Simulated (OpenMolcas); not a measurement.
## Run report: Xe⁵⁺, multiconfigurational calculation (part 2 of 2)

Continued. System: Xe⁵⁺. Method: state-averaged RASSCF, active space 3 electrons in the shells 5s 5p 5d; RAS3 5d with at most 2 electrons, basis ANO-R2, X2C scalar Hamiltonian, spin-orbit coupling by RASSI with atomic mean-field integrals (OpenMolcas).

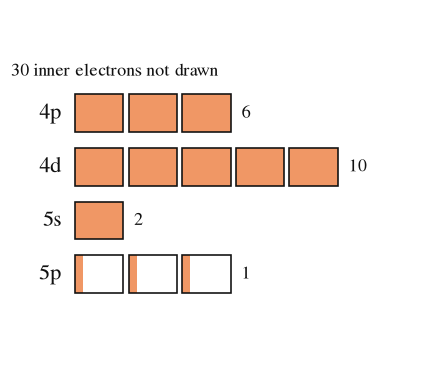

The outer shells of the leading configuration of the lowest level: a box for each of the 2l + 1 orbitals, shaded by the share of the shell that is filled, with the electron count at the right.

**Output (extracts), continued**
```
++ Dipole transition strengths (spin-free states):
   -----------------------------------------------
     for osc. strength at least  1.00000000E+00

  ( Max oscillator strength is only   0.52889666157135240      )
--
Eigenvalues of complex Hamiltonian:
   -----------------------------------
  (Shifted by EMIN (a.u.) =      -7437.8087156665)

 SO State       Relative EMIN(au)   Rel lowest level(eV)    D:o, cm**(-1)     J-value

     1            -0.0417532765        0.0000000000              0.0000         0.4
     2            -0.0417532765        0.0000000000              0.0000         0.4
     3             0.0208042053        1.7022757981          13729.7802         1.0
     4             0.0208042053        1.7022757981          13729.7802         1.0
     5             0.0208042053        1.7022757981          13729.7802         1.3
     6             0.0208042053        1.7022757981          13729.7802         1.3
     7             0.3505832611       10.6760210622          86107.9170         0.4
     8             0.3505832611       10.6760210622          86107.9170         0.4
     9             0.3796970706       11.4682481773          92497.6596         1.2
    10             0.3796970706       11.4682481773          92497.6596         1.4
    11             0.3796970706       11.4682481773          92497.6596         1.1
    12             0.3796970706       11.4682481773          92497.6596         0.9
    13             0.4100055013       12.2929825916          99149.5912         1.2
    14             0.4100055013       12.2929825916          99149.5912         2.1
    15             0.4100055013       12.2929825916          99149.5912         1.2
    16             0.4100055013       12.2929825916          99149.5912         2.4
    17             0.4100055013       12.2929825916          99149.5912         2.4
    18             0.4100055013       12.2929825916          99149.5912         2.1
    19             0.5126752150       15.0867678285         121682.9888         1.1
    20             0.5126752150       15.0867678285         121682.9888         1.1
    21             0.5126752150       15.0867678285         121682.9888         1.2
    22             0.5126752150       15.0867678285         121682.9888         1.2
    23             0.5247907685       15.4164488320         124342.0454         2.1
    24             0.5247907685       15.4164488320         124342.0454         2.1
    25             0.5247907685       15.4164488320         124342.0454         1.8
    26             0.5247907685       15.4164488320         124342.0454         1.8
    27             0.5247907685       15.4164488320         124342.0454         2.0
    28             0.5247907685       15.4164488320         124342.0454         2.0
    29             0.6255847369       18.1591924384         146463.7645         0.4
    30             0.6255847369       18.1591924384         146463.7645         0.4
    31             0.6889940892       19.8846488168         160380.5087         0.4
    32             0.6889940892       19.8846488168         160380.5087         0.4
    33             0.7069056243       20.3720465155         164311.6363         1.0
    34             0.7069056243       20.3720465155         164311.6363         1.0
    35             0.7069056243       20.3720465155         164311.6363         1.3
    36             0.7069056243       20.3720465155         164311.6363         1.3
    37             0.9998969929       28.3447478127         228615.8089         1.0
    38             0.9998969929       28.3447478127         228615.8089         1.3
    39             0.9998969929       28.3447478127         228615.8089         1.3
    40             0.9998969929       28.3447478127         228615.8089         1.0
    41             1.0214123528       28.9302105807         233337.8846         2.4
Weights of the five most important spin-orbit-free states for each spin-orbit state.

 SO State  Total energy (au)           Spin-free states, spin, and weights
 -------------------------------------------------------------------------------------------------------
    1        -0.041753       2 0.5  0.3333    3 0.5  0.3333    4 0.5  0.3333   10 0.5  0.0000   11 0.5  0.0000
    2        -0.041753       2 0.5  0.3333    3 0.5  0.3333    4 0.5  0.3333   11 0.5  0.0000   12 0.5  0.0000
    3         0.020804       4 0.5  0.6662    2 0.5  0.1669    3 0.5  0.1668    1 1.5  0.0000    5 0.5  0.0000
    4         0.020804       4 0.5  0.6662    3 0.5  0.1671    2 0.5  0.1667    1 1.5  0.0000    5 0.5  0.0000
    5         0.020804       3 0.5  0.4999    2 0.5  0.4997    4 0.5  0.0004    1 1.5  0.0000    7 0.5  0.0000
    6         0.020804       2 0.5  0.5000    3 0.5  0.4995    4 0.5  0.0004    1 1.5  0.0000    7 0.5  0.0000
    7         0.350583      13 1.5  0.3229   15 1.5  0.3229   14 1.5  0.3229   21 0.5  0.0289   23 0.5  0.0008
    8         0.350583      15 1.5  0.3229   14 1.5  0.3229   13 1.5  0.3229   21 0.5  0.0289   22 0.5  0.0008
    9         0.379697      15 1.5  0.5452   13 1.5  0.3296   14 1.5  0.1174   18 0.5  0.0017   20 0.5  0.0016
   10         0.379697      14 1.5  0.5734   13 1.5  0.2126   15 1.5  0.2063   17 0.5  0.0017   19 0.5  0.0013
   11         0.379697      14 1.5  0.5503   13 1.5  0.3092   15 1.5  0.1328   17 0.5  0.0019   19 0.5  0.0016
   12         0.379697      13 1.5  0.4717   15 1.5  0.4388   14 1.5  0.0818   16 0.5  0.0017   20 0.5  0.0014
```

**Spin-orbit levels, grouped by J and assigned**

```csv
Configuration,Level,E (cm⁻¹),LS purity (%),Landé g
5s² 5p,²P°₁/₂,0,100,0.666
5s² 5p,²P°₃/₂,"13,730",100,1.334
5s 5p²,⁴P₁/₂,"86,110",97,2.646
5s 5p²,⁴P₃/₂,"92,500",99,1.729
5s 5p²,⁴P₅/₂,"99,150",94,1.575
5s 5p²,²D₃/₂,"121,700",98,0.814
5s 5p²,²D₅/₂,"124,300",94,1.226
5s 5p²,"J = 1/2 (even, mixed)","146,500",55,1.450
```

**Results in brief**

| quantity | value |
| --- | --- |
| outcome | converged |
| lowest level | 5s² 5p ²P°₁/₂ |
| first excited level | 5s² 5p ²P°₃/₂, 13,730 cm⁻¹ (measured: 15,599) |
| energy of the lowest spin-free term | −7437.80872 hartree |
| energy of the lowest spin-orbit level | −7437.85047 hartree |
| largest spread among components of a term | 0.0 cm⁻¹ |
| hardware | 1 CPU thread, shared host |
| wall time | 21 s |

**Notes**

Without dynamic correlation the gaps between configurations can be off by an electronvolt or more. Caveats: extra active shells serve correlation only, their own levels not computed; only configurations of the active space are included.
